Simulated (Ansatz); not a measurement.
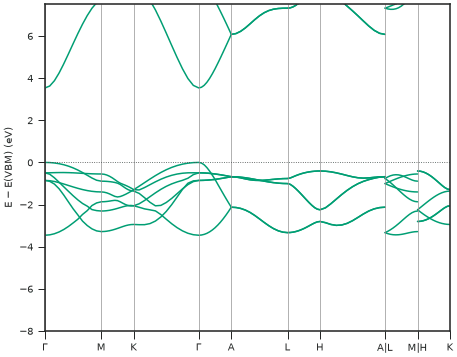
Figure: Band structure from plane-wave PAW LDA (Ansatz code)

**Question.** Read off the gap and where the band edges lie.

**Answer.** About 3.5 eV (3.54 eV by a search for the band edges); maximum at Γ, minimum at Γ.

The material is MgO (wurtzite, P6_3mc).

The workflow started from a Materials Project entry (that database holds measured and hypothetical structures alike); the Crystallography Open Database copy checked does not list it. It is not the phase usual at ambient conditions (space group No. 225). Symmetry was held in the LDA relaxation; phonons on a q-mesh show no instability.

Potentials: the later of the program's two PAW sets.
